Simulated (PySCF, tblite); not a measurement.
# C₄H₁₁AlSi: geometry, infrared bands and NMR shifts

What infrared bands and NMR shifts should C₄H₁₁AlSi (`C=[CH][Al]([CH3])[CH2][SiH3]`) show?

The runs use tblite 0.8.0 and PySCF 2.14.0, with density-fitted response routines of our own; the level of theory stands in each step. All values are computed, except where a source is named. Atoms are numbered from 0 throughout.

## 1. Starting geometry

17 atoms, charge 0, multiplicity 1; geometry from: force field or distance geometry start.

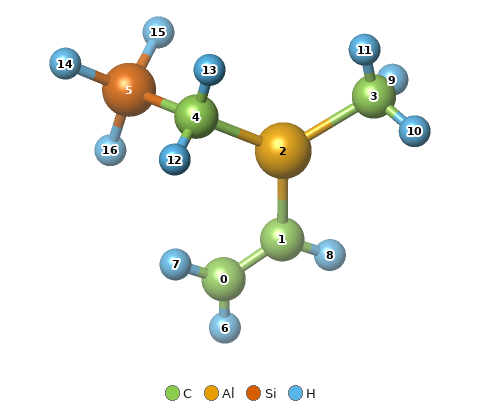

The starting geometry (carbon green, aluminium amber, silicon orange, hydrogen blue), atoms numbered.

## 2. Geometry optimisation with GFN2-xTB

Job settings and geometry (Å):

```
{"job": {"kind": "relax", "xc": "GFN2-xTB", "basis": "xTB"}, "charge": 0, "multiplicity": 1}
C     -1.199500    -2.262600     0.561100
C     -1.533500    -0.997600     0.855400
Al    -0.615100     0.530100     0.020600
C     -1.233000     2.391700     0.412400
C      0.867100     0.242500    -1.261000
Si     2.333400    -0.481000    -0.376500
H     -1.725100    -3.079300     1.040600
H     -0.431300    -2.476400    -0.165100
H     -2.305700    -0.806400     1.591600
H     -1.120700     2.580200     1.510800
H     -2.301800     2.490700     0.134300
H     -0.622700     3.104200    -0.153200
H      0.534000    -0.446700    -2.060000
H      1.162100     1.216500    -1.717800
H      3.433800    -0.672000    -1.328100
H      2.772400     0.446800     0.693900
H      1.978700    -1.768700     0.231300
```

Launch:

```bash
$ OMP_NUM_THREADS=1 python probes_run.py task.json out
```

This one command runs all jobs of the session in turn.

Log:

```text
step      E/eV     max force
  0    -459.18093    0.914
  1    -459.23195    0.633
  2    -459.25912    0.405
  3    -459.27315    0.311
  4    -459.28258    0.182
  5    -459.28757    0.199
  6    -459.29453    0.256
  7    -459.30002    0.213
  8    -459.30465    0.204
  9    -459.30735    0.162
 10    -459.30896    0.095
 11    -459.30985    0.080
 12    -459.31043    0.054
 13    -459.31088    0.055
 14    -459.31126    0.066
 15    -459.31158    0.070
 16    -459.31193    0.058
 17    -459.31237    0.075
 18    -459.31291    0.068
 19    -459.31344    0.065
 20    -459.31383    0.043
 21    -459.31411    0.043
 22    -459.31437    0.038
 23    -459.31464    0.052
 24    -459.31494    0.055
 25    -459.31526    0.051
 26    -459.31562    0.040
 27    -459.31596    0.050
 28    -459.31622    0.046
 29    -459.31642    0.038
 30    -459.31662    0.040
 31    -459.31687    0.058
 32    -459.31714    0.060
 33    -459.31736    0.037
 34    -459.31754    0.042
 35    -459.31772    0.044
 36    -459.31790    0.039
 37    -459.31803    0.026
 38    -459.31812    0.022
 39    -459.31822    0.034
 40    -459.31837    0.044
 41    -459.31856    0.049
 42    -459.31875    0.032
 43    -459.31887    0.023
 44    -459.31896    0.026
 45    -459.31905    0.035
 46    -459.31916    0.032
 47    -459.31925    0.026
 48    -459.31931    0.021
 49    -459.31937    0.021
 50    -459.31944    0.028
 51    -459.31954    0.040
 52    -459.31965    0.037
 53    -459.31973    0.021
 54    -459.31977    0.016
 55    -459.31980    0.015
 56    -459.31983    0.021
 57    -459.31987    0.018
 58    -459.31989    0.011
 59    -459.31990    0.010
```

It took 0.43 s on 1 thread of Arm Neoverse V1, shared host.

Relaxation path: (not every step is listed)

```tsv
step	energy from step 0 (eV)	largest force (eV/Å)
0	0.0000	0.9135
1	-0.0510	0.6333
2	-0.0782	0.4054
3	-0.0922	0.3106
4	-0.1017	0.1820
5	-0.1066	0.1990
6	-0.1136	0.2556
7	-0.1191	0.2127
8	-0.1237	0.2043
12	-0.1295	0.0536
16	-0.1310	0.0584
20	-0.1329	0.0431
24	-0.1340	0.0546
28	-0.1353	0.0465
32	-0.1362	0.0602
36	-0.1370	0.0391
40	-0.1374	0.0440
44	-0.1380	0.0261
48	-0.1384	0.0215
52	-0.1387	0.0375
54	-0.1388	0.0158
55	-0.1389	0.0148
56	-0.1389	0.0210
57	-0.1389	0.0180
58	-0.1390	0.0112
59	-0.1390	0.0099
```

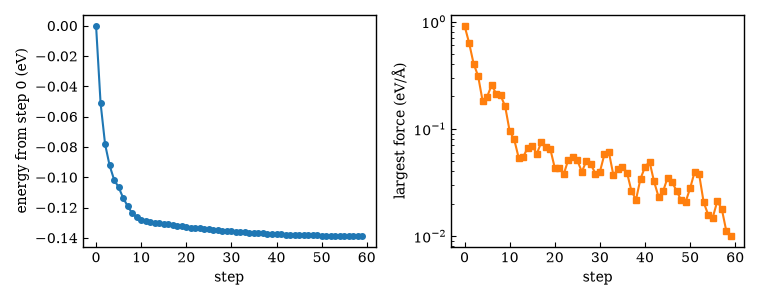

Energy and largest force along the relaxation.

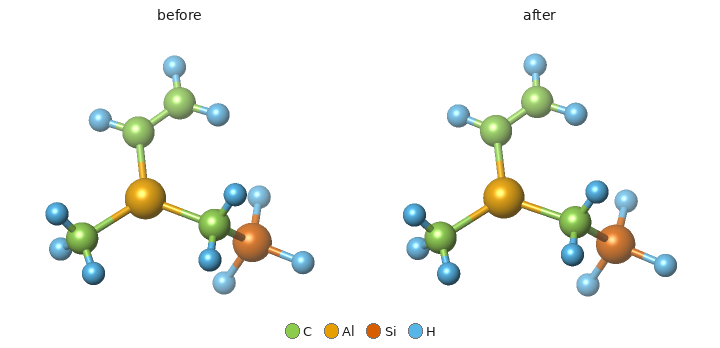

The geometry before (left) and after (right).

Close pairs (by a distance rule), those that changed most:

```tsv
bond	before (Å)	after (Å)	change (Å)
C4–Si5	1.859	1.902	+0.043
C3–H9	1.120	1.096	-0.024
Al2–C4	1.980	1.999	+0.018
C1–Al2	1.968	1.987	+0.018
C4–H13	1.116	1.099	-0.017
Si5–H15	1.483	1.469	-0.014
C3–H10	1.109	1.096	-0.013
C1–H8	1.084	1.093	+0.010
```

The end geometry stands in the next job.

## 3. Infrared spectrum with GFN2-xTB

Job settings and geometry (Å):

```
{"job": {"kind": "ir", "xc": "GFN2-xTB", "basis": "xTB"}, "charge": 0, "multiplicity": 1}
C     -1.268437    -2.226865     0.556884
C     -1.600128    -0.971199     0.858762
Al    -0.657904     0.559316     0.012534
C     -1.259596     2.409896     0.440132
C      0.862865     0.172562    -1.225391
Si     2.441768    -0.489186    -0.396547
H     -1.753879    -3.097496     0.982701
H     -0.473616    -2.440138    -0.145926
H     -2.411880    -0.839804     1.579534
H     -1.183545     2.634387     1.510097
H     -2.313214     2.559675     0.176896
H     -0.691628     3.186159    -0.084952
H      0.561976    -0.548091    -1.996979
H      1.124768     1.093215    -1.764883
H      3.528982    -0.632227    -1.376086
H      2.881389     0.443825     0.649521
H      2.205080    -1.801999     0.213795
```

Log:

```text
mode    cm-1     km/mol
  1     -39.9      0.05
  2      30.1      0.15
  3      64.8      0.03
  4      68.6      0.04
  5      84.4      0.27
  6      98.6      1.09
  7     137.4      1.81
  8     194.8      1.49
  9     224.5     17.24
 10     364.6      6.93
 11     428.0      3.91
 12     451.3     14.04
 13     507.1     27.02
 14     529.4      6.76
 15     556.5     49.99
 16     583.4     97.14
 17     661.2    248.28
 18     673.3    276.15
 19     757.7    136.21
 20     787.4    156.26
 21     801.1    233.15
 22     804.7    425.78
 23     921.4     17.18
 24     933.0      3.18
 25     964.3     13.68
 26    1004.6     99.58
 27    1043.2     12.62
 28    1244.0     11.57
 29    1302.9      2.15
 30    1405.0      0.89
 31    1413.1      2.62
 32    1451.1      0.85
 33    1459.3      0.84
 34    1615.1     14.14
 35    2197.5    460.26
 36    2205.6    314.85
 37    2224.8    227.80
 38    2869.4     58.07
 39    2882.4     21.65
 40    2910.1     47.81
 41    2915.0     31.97
 42    2920.8     88.57
 43    2929.1     23.31
 44    3017.7     89.52
 45    3042.5     51.66
```

Wall time 0.64 s (1 thread of Arm Neoverse V1, shared host).

The strongest bands and the atoms that carry them (share of the mass-weighted mode):

```tsv
cm⁻¹	km/mol	atoms
661	248.3	Al2 37 %, C4 22 %, C3 11 %
673	276.1	Al2 44 %, C3 19 %
787	156.3	H15 48 %, H16 39 %
801	233.2	H14 51 %, H15 29 %, H16 15 %
805	425.8	H14 38 %, H16 36 %, H15 14 %
2198	460.3	H14 76 %, H15 18 %
2206	314.9	H15 77 %, H14 16 %
2225	227.8	H16 91 %
```

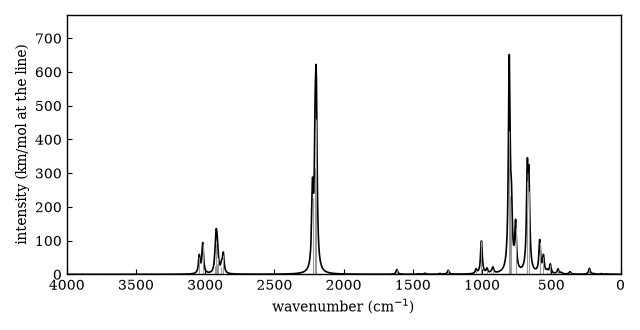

The infrared spectrum from these modes, unscaled. Lines are broadened to a width of 14 cm⁻¹ (Lorentzian).

## 4. Shielding tensors: PBE0/pcSseg-1

The job, as its differences from that of step 3:

```diff
@@ -1,2 +1,2 @@
-{"job": {"kind": "ir", "xc": "GFN2-xTB", "basis": "xTB"}, "charge": 0, "multiplicity": 1}
+{"job": {"kind": "nmr", "xc": "PBE0", "basis": "pcSseg-1"}, "charge": 0, "multiplicity": 1}
 C     -1.268437    -2.226865     0.556884
```

Level: GIAO PBE0/pcSseg-1 NMR shielding, non-relativistic, gas phase.

Log:

```text
coarse grid: 14416 points
cycle   1  E = -690.3544104919  dE =  5.142e-02  |g| = 5.674e-01  |ddm| = 3.555e+00
cycle   2  E = -690.3268099826  dE =  2.760e-02  |g| = 6.451e-01  |ddm| = 9.805e-01
cycle   3  E = -690.4392664963  dE = -1.125e-01  |g| = 4.259e-02  |ddm| = 5.736e-01
cycle   4  E = -690.4395421973  dE = -2.757e-04  |g| = 3.105e-02  |ddm| = 6.438e-02
cycle   5  E = -690.4397936173  dE = -2.514e-04  |g| = 5.851e-03  |ddm| = 2.521e-02
cycle   6  E = -690.4398014125  dE = -7.795e-06  |g| = 2.382e-03  |ddm| = 6.722e-03
final grid: 127744 points
cycle   7  E = -690.4742027476  dE = -1.792e-05  |g| = 8.463e-03  |ddm| = 1.931e-02
cycle   8  E = -690.4741885072  dE =  1.424e-05  |g| = 1.121e-02  |ddm| = 1.516e-02
cycle   9  E = -690.4742211198  dE = -3.261e-05  |g| = 1.399e-03  |ddm| = 8.921e-03
cycle  10  E = -690.4742216371  dE = -5.173e-07  |g| = 2.108e-04  |ddm| = 1.253e-03
cycle  11  E = -690.4742216463  dE = -9.265e-09  |g| = 7.468e-05  |ddm| = 2.046e-04
cycle  12  E = -690.4742216477  dE = -1.368e-09  |g| = 2.211e-05  |ddm| = 7.278e-05
cycle  13  E = -690.4742216478  dE = -1.237e-10  |g| = 3.002e-06  |ddm| = 2.360e-05
converged SCF energy = -690.4742216478

GIAO shielding tensors (ppm)
atom      isotropic    diamagn.    paramagn.     s11        s22        s33       span
  0 C       34.267     255.254    -220.988    -95.784     36.509    162.076    257.860
  1 C       32.910     259.993    -227.083    -89.619     11.654    176.695    266.314
  2 Al     290.366     799.602    -509.236    219.307    314.094    337.698    118.391
  3 C      192.787     252.165     -59.379    184.730    195.854    197.777     13.048
  4 C      198.143     257.610     -59.467    190.245    197.742    206.444     16.199
  5 Si     425.401     879.877    -454.476    389.327    413.694    473.181     83.854
  6 H       24.694      28.718      -4.024     22.145     24.213     27.726      5.581
  7 H       25.214      34.137      -8.923     22.094     24.388     29.159      7.065
  8 H       24.823      30.965      -6.142     21.709     25.336     27.423      5.714
  9 H       31.593      30.448       1.145     27.798     28.309     38.673     10.875
 10 H       31.644      29.641       2.003     27.703     28.334     38.896     11.193
 11 H       31.563      30.605       0.958     26.916     29.605     38.167     11.250
 12 H       31.754      32.594      -0.840     27.641     28.285     39.335     11.694
 13 H       31.783      31.964      -0.180     26.971     29.230     39.149     12.177
 14 H       27.404      28.550      -1.146     23.839     24.975     33.398      9.559
 15 H       27.718      29.776      -2.058     24.193     26.277     32.684      8.491
 16 H       27.636      30.007      -2.371     23.805     26.830     32.274      8.469
```

Run time: 22 s. Hardware: 1 thread of Arm Neoverse V1, shared host; peak memory 0.75 GiB.

The references, computed at this level on geometries of the same kind, shield at (ppm): 1H TMS 31.72, 13C TMS 186.9, 29Si TMS 349.2, 27Al AlH4- 490.0. Their shielding less the atom's gives the shift. The references are single molecules in the gas phase. Shifts against hydride references such as AlH4− lie on their own scale. Atoms listed in one row are averaged.

```tsv
atoms	environment	σ (ppm)	δ (ppm)
C1	alkene CH	32.9	154.0
C0	terminal =CH2 carbon	34.3	152.7
C3	methyl carbon bonded to Al	192.8	-5.9
C4	sp3 CH2 bonded to Al and Si	198.1	-11.2
H6	hydrogen on a terminal =CH2 carbon	24.69	7.02
H8	hydrogen on an alkene CH	24.82	6.89
H7	hydrogen on a terminal =CH2 carbon	25.21	6.50
H14, H15, H16	hydrogen on a silicon bonded to C	27.59	4.13
H9, H10, H11	hydrogen on a methyl carbon bonded to Al	31.60	0.12
H12, H13	hydrogen on an sp3 CH2 bonded to Al and Si	31.77	-0.05
Al2	aluminium bonded to 3 C	290.4	199.6
Si5	silicon bonded to C, 3 H	425.4	-76.2
```

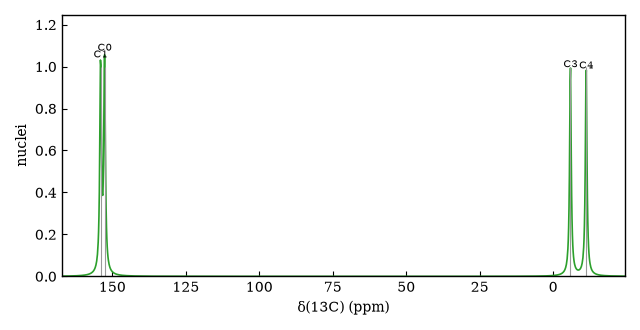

13C lines at the computed shifts, without couplings. Lines are broadened to a width of 0.66 ppm (Lorentzian).

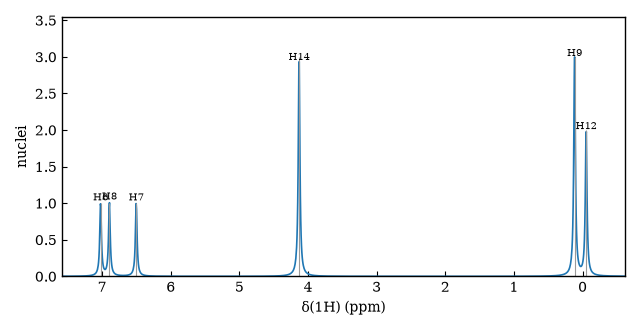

1H lines at the computed shifts, without couplings. Lines are broadened to a width of 0.03 ppm (Lorentzian).

The run also stored atomic charges by several schemes (e):

```tsv
atoms	Mulliken	IAO	Hirshfeld	ESP fit
C0	-0.15	-0.26	-0.09	-0.27
C1	-0.54	-0.48	-0.21	-0.53
Al2	1.05	1.00	0.56	0.92
C3	-0.72	-0.79	-0.28	-0.85
C4	-0.94	-0.89	-0.30	-0.52
Si5	0.47	0.60	0.30	0.51
```

Hirshfeld charges:

C0 -0.09; C1 -0.21; Al2 0.56; C3 -0.28; C4 -0.30; Si5 0.30; H6 0.04; H7 0.04; H8 0.03; H9 0.03; H10 0.03; H11 0.03; H12 0.03; H13 0.03; H14 -0.08; H15 -0.08; H16 -0.08

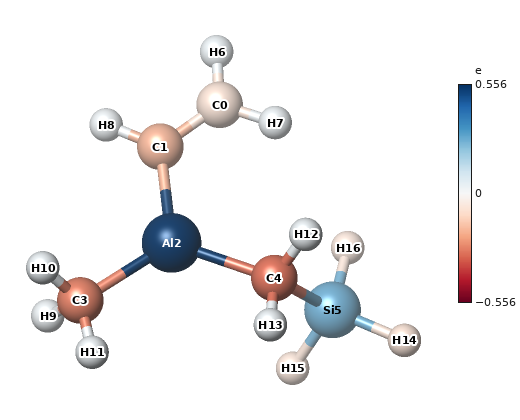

Hirshfeld charges, as colours on the atoms.

Mayer bond orders: C0–C1 1.95, C1–Al2 0.84, Al2–C3 0.90, Al2–C4 0.83, C4–Si5 0.95.

## 5. Summary of results

```
                                                              quantity                                    value
                             strongest single infrared mode (GFN2-xTB)                    2198 cm⁻¹, 460 km/mol
                                          zero-point energy (GFN2-xTB)                            76.7 kcal/mol
                                13C shifts against TMS (PBE0/pcSseg-1)            154.0, 152.7, -5.9, -11.2 ppm
1H shifts against TMS (PBE0/pcSseg-1, means over atoms taken as alike)  7.02, 6.89, 6.50, 4.13, 0.12, -0.05 ppm
                             27Al shifts against AlH4- (PBE0/pcSseg-1)                                199.6 ppm
                               29Si shifts against TMS (PBE0/pcSseg-1)                                -76.2 ppm
```

In words: The optimisation took 59 steps and gained 0.139 eV; among the close pairs (by a distance rule), C4–Si5 changed most, from 1.859 to 1.902 Å. The lowest mode is imaginary (40i cm⁻¹), so the xTB geometry is not a minimum. The strongest single mode, at 2198 cm⁻¹, moves mainly H14. Unscaled tight-binding wavenumbers are off by several per cent, some by more. Its intensities can rank the bands wrongly. The most deshielded carbon is C1 (alkene CH), at 154.0 ppm: as expected for a trigonal carbon in a double bond.
